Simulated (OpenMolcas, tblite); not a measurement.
C2Si: the vertical ionisation energy, rung by rung

C2Si: 3 atoms, total charge 0, spin state singlet. The coordinates come from a GFN2-xTB relaxation.

```xyz
3

C    -1.1118    0.7375   -0.5228
C    -0.1352    0.0892   -0.0636
Si    1.2470   -0.8267    0.5864
```

Each level gives the vertical ionisation energy (to the doublet cation) (eV). The values are calculated.

| level | kind | program | value (eV) | less FCI/STO-3G | CPU time (all runs) |
| --- | --- | --- | --- | --- | --- |
| GFN2-xTB | semi-empirical | tblite | 13.04 | +8.42 | under 2 s |
| HF/STO-3G | Hartree–Fock | OpenMolcas | 3.80 | -0.82 | 4 s |
| SVWN5/STO-3G | LDA | OpenMolcas | 6.54 | +1.92 | 9.5 s |
| PBE/STO-3G | GGA | OpenMolcas | 6.47 | +1.85 | 11 s |
| r2SCAN/STO-3G | meta-GGA | OpenMolcas | 6.36 | +1.74 | 12 s |
| B3LYP/STO-3G | global hybrid | OpenMolcas | 6.48 | +1.86 | 10 s |
| CCSD(T)/STO-3G, open shells restricted | coupled cluster or CI | OpenMolcas | 4.64 | +0.02 | 5.5 s |
| FCI/STO-3G, open shells restricted | exact in the basis | OpenMolcas | 4.62 | 0.00 | 2.1 min |

FCI/STO-3G, open shells restricted is exact within its basis and frozen core, so for wave-function methods in that basis the difference is their error; functionals converge differently with the basis, so for them it is only a difference. The values span 3.80 to 13.04 eV. The xTB values lack the empirical shift that such differences need. Spin contamination of the reference (⟨S²⟩ at least 0.1 too high) touches HF/STO-3G. All rows use very small basis sets, so even the best lies far from the true value. Times are those of the runs behind each value, whatever else they computed, on shared processors of several kinds: orders of magnitude only.

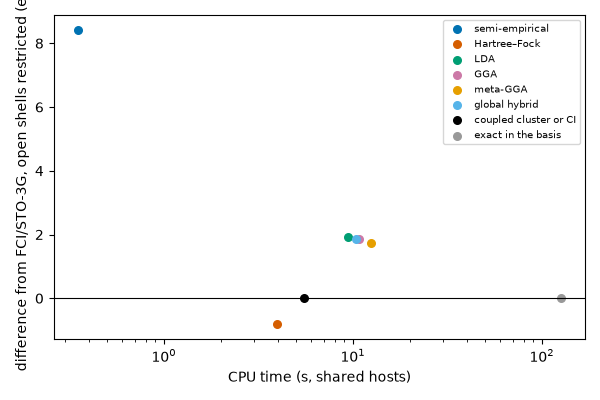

Difference from FCI/STO-3G, open shells restricted against processor time, one point a level.
